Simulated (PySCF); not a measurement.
# C2HF2 (SMILES [CH]=C(F)F): UMP2/ANO-RCC-VDZ (sfX2C)

What is the vertical doublet–quartet gap of C2HF2 at UMP2/ANO-RCC-VDZ (sfX2C)? The job is set up through a Python script.

The results are computed with PySCF 2.14.0.

### 1 The system as given

C2HF2: 5 atoms, total charge 0, spin state doublet. SMILES: `[CH]=C(F)F`. The coordinates come from a PBE0-D4/def2-TZVP relaxation.

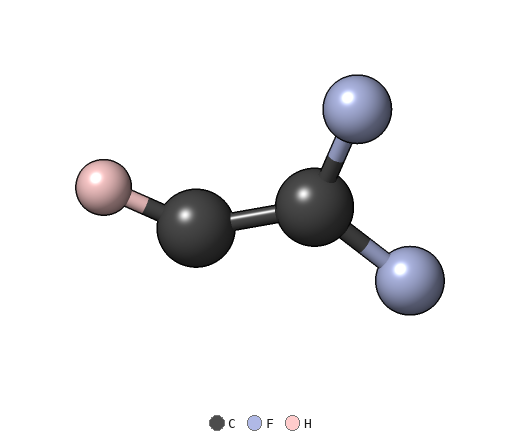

Viewed from a chosen angle; carbon dark grey, fluorine light blue, hydrogen pink.

### 2 The energy at UMP2/ANO-RCC-VDZ (sfX2C)

Input file mol.xyz:

```xyz
5

C     -0.028200     0.912700    -0.014900
C      0.163600    -0.366100     0.124600
F      1.043800    -0.911700     0.932500
F     -0.492600    -1.313200    -0.520300
H     -0.636600     1.604500    -0.563400
```

Input file input.py:

```python
# [CH]=C(F)F
from pyscf import gto, mp

mol = gto.M(
    atom='mol.xyz',
    spin=1,
    max_memory=1860,
    basis='ano-rcc-vdz',
    verbose=4,
)

calc0 = mol.UHF()
calc0 = calc0.sfx2c1e()
calc0.conv_tol = 1e-10
calc0.kernel()
if not calc0.converged:
    calc0 = calc0.newton().run(calc0.mo_coeff, calc0.mo_occ)

pt = mp.MP2(calc0, frozen=4).run()
e_tot = pt.e_tot
print('E = %.10f Eh' % e_tot)
```

Launch:

```bash
OMP_NUM_THREADS=1 python input.py
```

The program printed:

```text
PySCF version 2.14.0

[INPUT] num. atoms = 5
[INPUT] num. electrons = 31
[INPUT] charge = 0
[INPUT] spin (= nelec alpha-beta = 2S) = 1
[INPUT] symmetry False subgroup None
[INPUT] Mole.unit = angstrom
[INPUT] Symbol           X                Y                Z      unit          X                Y                Z       unit  Magmom
[INPUT]  1 C     -0.028200000000   0.912700000000  -0.014900000000 AA   -0.053290276713   1.724753033891  -0.028156919256 Bohr   0.0
[INPUT]  2 C      0.163600000000  -0.366100000000   0.124600000000 AA    0.309159193979  -0.691828734203   0.235459875121 Bohr   0.0
[INPUT]  3 F      1.043800000000  -0.911700000000   0.932500000000 AA    1.972496128821  -1.722863307766   1.762169611157 Bohr   0.0
[INPUT]  4 F     -0.492600000000  -1.313200000000  -0.520300000000 AA   -0.930879088961  -2.481588346779  -0.983224502611 Bohr   0.0
[INPUT]  5 H     -0.636600000000   1.604500000000  -0.563400000000 AA   -1.202999650898   3.032065566865  -1.064671698580 Bohr   0.0

nuclear repulsion = 109.976039974784
number of shells = 9
number of NR pGTOs = 172
number of NR cGTOs = 38
basis = ano-rcc-vdz
ecp = {}

******** <class 'pyscf.x2c.sfx2c1e.sfX2C1eUHF'> ********
method = sfX2C1eUHF
initial guess = minao
damping factor = 0
level_shift factor = 0
DIIS = <class 'pyscf.scf.diis.CDIIS'>
diis_start_cycle = 1
diis_space = 8
diis_damp = 0
SCF conv_tol = 1e-10
SCF conv_tol_grad = None
SCF max_cycles = 50
direct_scf = True
direct_scf_tol = 1e-13
number electrons alpha = 16  beta = 15

******** <class 'pyscf.x2c.sfx2c1e.SpinFreeX2CHelper'> ********
approx = 1e
xuncontract = 1
Set gradient conv threshold to 1e-05
init E= -276.042328801867
[... the frontier-level lines of each cycle are left out ...]

cycle= 1 E= -275.161383928776  delta_E= 0.881  |g|= 0.437  |ddm|= 2.32
cycle= 2 E= -275.255089080076  delta_E= -0.0937  |g|= 0.239  |ddm|=  0.7
cycle= 3 E= -275.279038450321  delta_E= -0.0239  |g|= 0.0474  |ddm|= 0.246
cycle= 4 E= -275.281767971578  delta_E= -0.00273  |g|= 0.0232  |ddm|= 0.107
cycle= 5 E= -275.282970549503  delta_E= -0.0012  |g|= 0.0172  |ddm|= 0.0714
cycle= 6 E= -275.283928919768  delta_E= -0.000958  |g|= 0.0155  |ddm|= 0.0639
cycle= 7 E= -275.285018715613  delta_E= -0.00109  |g|= 0.0144  |ddm|= 0.0771
cycle= 8 E= -275.288371644474  delta_E= -0.00335  |g|= 0.00641  |ddm|= 0.328
cycle= 9 E= -275.288683327498  delta_E= -0.000312  |g|= 0.00177  |ddm|= 0.0941
cycle= 10 E= -275.288694052264  delta_E= -1.07e-05  |g|= 0.000869  |ddm|= 0.0193
cycle= 11 E= -275.288694409739  delta_E= -3.57e-07  |g|= 0.000495  |ddm|= 0.00498
cycle= 12 E= -275.288695028469  delta_E= -6.19e-07  |g|= 0.000161  |ddm|= 0.00499
cycle= 13 E= -275.288695081528  delta_E= -5.31e-08  |g|= 8.69e-05  |ddm|= 0.00218
cycle= 14 E= -275.28869510501  delta_E= -2.35e-08  |g|= 3.44e-05  |ddm|= 0.0012
cycle= 15 E= -275.28869510721  delta_E= -2.2e-09  |g|= 1.77e-05  |ddm|= 0.000563
cycle= 16 E= -275.288695108979  delta_E= -1.77e-09  |g|= 4.91e-06  |ddm|= 0.000235
cycle= 17 E= -275.288695109016  delta_E= -3.65e-11  |g|= 1.89e-06  |ddm|= 2.52e-05
Extra cycle  E= -275.288695109021  delta_E= -5.23e-12  |g|= 1.12e-06  |ddm|= 3.79e-06
converged SCF energy = -275.288695109021  <S^2> = 1.0030065  2S+1 = 2.2387554

******** <class 'pyscf.mp.ump2.UMP2'> ********
nocc = (np.int64(12), np.int64(11)), nmo = (34, 34)
frozen orbitals 4
E(UMP2) = -275.650448957657  E_corr = -0.361753848636493
E(SCS-UMP2) = -275.638261487977  E_corr = -0.349566378955811
E_corr(same-spin) = -0.0975441223938236
E_corr(oppo-spin) = -0.264209726242669
E = -275.6504489577 Eh
```

It took 3.9 s on 1 thread of AMD EPYC 7R43 (Zen 3), shared host; peak memory 0.13 GiB.

### 3 The quartet, same level

Input file input.xyz:

```xyz
5

C     -0.028200     0.912700    -0.014900
C      0.163600    -0.366100     0.124600
F      1.043800    -0.911700     0.932500
F     -0.492600    -1.313200    -0.520300
H     -0.636600     1.604500    -0.563400
```

Input file run.py:

```python
from pyscf import gto, scf, mp

mol = gto.Mole()
mol.atom = 'input.xyz'
mol.max_memory = 1860
mol.verbose = 4
mol.basis = 'ano-rcc-vdz'
mol.spin = 3
mol.build()

calc0 = scf.UHF(mol)
calc0 = calc0.sfx2c1e()
calc0.conv_tol = 1e-10
calc0.kernel()
if not calc0.converged:
    calc0 = calc0.newton().run(calc0.mo_coeff, calc0.mo_occ)

pt = mp.MP2(calc0, frozen=4).run()
e_tot = pt.e_tot
print(f'total energy: {e_tot:.8f} hartree')
```

Launch:

```bash
OMP_NUM_THREADS=1 python run.py
```

The program printed:

```text
PySCF version 2.14.0

[INPUT] num. atoms = 5
[INPUT] num. electrons = 31
[INPUT] charge = 0
[INPUT] spin (= nelec alpha-beta = 2S) = 3
[INPUT] symmetry False subgroup None
[INPUT] Mole.unit = angstrom
[INPUT] Symbol           X                Y                Z      unit          X                Y                Z       unit  Magmom
[INPUT]  1 C     -0.028200000000   0.912700000000  -0.014900000000 AA   -0.053290276713   1.724753033891  -0.028156919256 Bohr   0.0
[INPUT]  2 C      0.163600000000  -0.366100000000   0.124600000000 AA    0.309159193979  -0.691828734203   0.235459875121 Bohr   0.0
[INPUT]  3 F      1.043800000000  -0.911700000000   0.932500000000 AA    1.972496128821  -1.722863307766   1.762169611157 Bohr   0.0
[INPUT]  4 F     -0.492600000000  -1.313200000000  -0.520300000000 AA   -0.930879088961  -2.481588346779  -0.983224502611 Bohr   0.0
[INPUT]  5 H     -0.636600000000   1.604500000000  -0.563400000000 AA   -1.202999650898   3.032065566865  -1.064671698580 Bohr   0.0

nuclear repulsion = 109.976039974784
number of shells = 9
number of NR pGTOs = 172
number of NR cGTOs = 38
basis = ano-rcc-vdz
ecp = {}

******** <class 'pyscf.x2c.sfx2c1e.sfX2C1eUHF'> ********
method = sfX2C1eUHF
initial guess = minao
damping factor = 0
level_shift factor = 0
DIIS = <class 'pyscf.scf.diis.CDIIS'>
diis_start_cycle = 1
diis_space = 8
diis_damp = 0
SCF conv_tol = 1e-10
SCF conv_tol_grad = None
SCF max_cycles = 50
direct_scf = True
direct_scf_tol = 1e-13
number electrons alpha = 17  beta = 14

******** <class 'pyscf.x2c.sfx2c1e.SpinFreeX2CHelper'> ********
approx = 1e
xuncontract = 1
Set gradient conv threshold to 1e-05
init E= -276.042328801867
[... the frontier-level lines of each cycle are left out ...]


cycle= 1 E= -274.807258308206  delta_E= 1.24  |g|= 0.557  |ddm|= 5.26


cycle= 2 E= -275.039939647038  delta_E= -0.233  |g|= 0.469  |ddm|= 5.59
cycle= 3 E= -275.144181871162  delta_E= -0.104  |g|= 0.12  |ddm|= 0.499
cycle= 4 E= -275.154882605485  delta_E= -0.0107  |g|= 0.0502  |ddm|= 0.184
cycle= 5 E= -275.157521043803  delta_E= -0.00264  |g|= 0.0169  |ddm|= 0.121
cycle= 6 E= -275.157964707544  delta_E= -0.000444  |g|= 0.00682  |ddm|= 0.0544
cycle= 7 E= -275.15804706344  delta_E= -8.24e-05  |g|= 0.00273  |ddm|= 0.0197
cycle= 8 E= -275.158058882412  delta_E= -1.18e-05  |g|= 0.0011  |ddm|= 0.00823
cycle= 9 E= -275.15806027996  delta_E= -1.4e-06  |g|= 0.000493  |ddm|= 0.00273
cycle= 10 E= -275.158060535819  delta_E= -2.56e-07  |g|= 0.000168  |ddm|= 0.00108
cycle= 11 E= -275.15806058006  delta_E= -4.42e-08  |g|= 6.01e-05  |ddm|= 0.000456
cycle= 12 E= -275.158060586745  delta_E= -6.69e-09  |g|= 1.61e-05  |ddm|= 0.000213
cycle= 13 E= -275.158060587239  delta_E= -4.93e-10  |g|= 4.32e-06  |ddm|= 7.42e-05
cycle= 14 E= -275.158060587272  delta_E= -3.27e-11  |g|= 9.15e-07  |ddm|= 2.34e-05
Extra cycle  E= -275.158060587273  delta_E= -1.02e-12  |g|= 4.72e-07  |ddm|= 1.83e-06
converged SCF energy = -275.158060587273  <S^2> = 3.7744869  2S+1 = 4.0122248

******** <class 'pyscf.mp.ump2.UMP2'> ********
nocc = (np.int64(13), np.int64(10)), nmo = (34, 34)
frozen orbitals 4
E(UMP2) = -275.490128467786  E_corr = -0.332067880513329
E(SCS-UMP2) = -275.47741798487  E_corr = -0.319357397597441
E_corr(same-spin) = -0.0912969911752548
E_corr(oppo-spin) = -0.240770889338074
total energy: -275.49012847 hartree
```

It took 3.9 s on 1 thread of AMD EPYC 7R43 (Zen 3), shared host; peak memory 0.14 GiB.

### 4 Summary of results

Level: UMP2/ANO-RCC-VDZ (sfX2C), 4 core orbitals frozen.

```
                                                           quantity          value
                                              doublet: total energy  -275.65045 Eh
                      doublet: dipole moment (Hartree–Fock density)         2.52 D
doublet: HOMO energy (Hartree–Fock orbitals) (highest over α and β)      -11.71 eV
 doublet: LUMO energy (Hartree–Fock orbitals) (lowest over α and β)        1.64 eV
               doublet: correlation energy (4 core orbitals frozen)     -361.8 mEh
                         doublet: ⟨S²⟩ of the reference determinant          1.003
                                              quartet: total energy  -275.49013 Eh
                      quartet: dipole moment (Hartree–Fock density)         2.69 D
quartet: HOMO energy (Hartree–Fock orbitals) (highest over α and β)       -8.04 eV
 quartet: LUMO energy (Hartree–Fock orbitals) (lowest over α and β)        0.51 eV
               quartet: correlation energy (4 core orbitals frozen)     -332.1 mEh
                         quartet: ⟨S²⟩ of the reference determinant          3.774
                   vertical energy of the quartet above the doublet       4.363 eV
```

At this shape the quartet lies 4.36 eV (421 kJ/mol) above the doublet. ⟨S²⟩ (doublet) is 1.00 where a pure doublet has 0.75: the reference is spin-contaminated. Mulliken charges (quartet) of the mean-field density run from -0.34 on F4 to +0.64 on C2.
